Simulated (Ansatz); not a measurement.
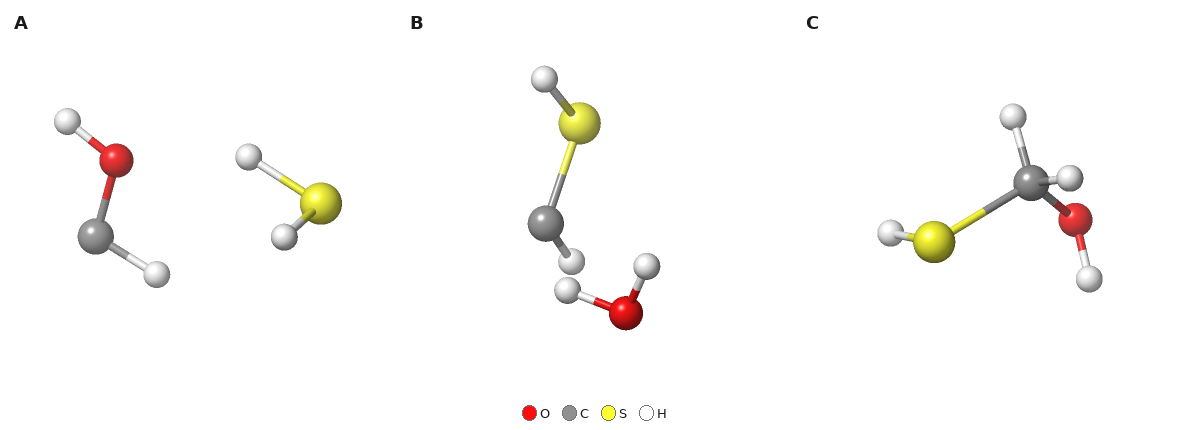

3 stationary structures of one formula. Geometries: PBE-D4/def2-SVP. Electronic energies: PBE-D4/def2-SVP (Ansatz 0.2.0), without zero-point energy. No frequency run is at hand to confirm each as a minimum. Each is one conformer, not always the lowest.

**Rank them by energy, lowest first.**

C is lowest (C1); B lies 63.1 kcal/mol above it (C1), A lies 69.5 kcal/mol above it (C1).
